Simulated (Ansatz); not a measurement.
Refining one setting for BP (F-43m, 2 atoms in the cell)

```xyz
2
Lattice="0.0000 2.2275 2.2275 2.2275 0.0000 2.2275 2.2275 2.2275 0.0000" Properties=species:S:1:pos:R:3 pbc="T T T"
B      0.0000     0.0000     0.0000
P      1.1138     1.1138     1.1138
```

Level of theory: HSE06 (plane waves, PAW; Ansatz, a program for electronic structure).

The starting cell comes from a database of computed structures (which also holds hypothetical and non-ambient phases and stackings), without a prior relaxation at this level. Its lattice was rescaled by a random factor within 2.5 % of one. In the base run, with a pressure of about 9 GPa the cell is away from its equilibrium volume at this level. Ansatz's pressure includes its estimate of the finite-basis (Pulay) stress.

Held fixed: basis.ecutwfc = 420 eV; hamiltonian.xc = hse06; hamiltonian.pseudopotentials = {kind: paw}, with the files named one by one; scf.occupations.method = fixed.

ΔF is the free energy per atom less that of the last row (9 9 9).

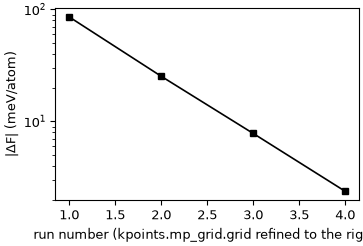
Size of the energy error against the last run of the series; values under 0.01 meV/atom are drawn at 0.01.

```
kpoints.mp_grid.grid  ΔF (meV/atom)  pressure (GPa)  gap on the mesh (eV)  k-points
--------------------  -------------  --------------  --------------------  --------
4 4 4                          85.6            9.98                 1.983         8
5 5 5                          25.3            9.15                 1.906        10
6 6 6                           7.8            8.88                 1.952        16
7 7 7                           2.4            8.79                 1.882        20
9 9 9                          0.00            8.74                 1.889        35
```

Energy within 5 meV/atom of the last row: from kpoints.mp_grid.grid = 7 7 7 on; the one before it is off by 7.8 meV/atom. Only the last setting checks this, so the series should go further.

Pressure within 0.5 GPa of the last row: from kpoints.mp_grid.grid = 5 5 5 on; the one before it is off by 1.2 GPa. The value it settles on is 8.7 GPa at this level of theory and with the other settings as held.

The gap is read on the k-point mesh of the run and can differ from the gap over the whole zone at this level.

Keys are those of Ansatz 0.2.
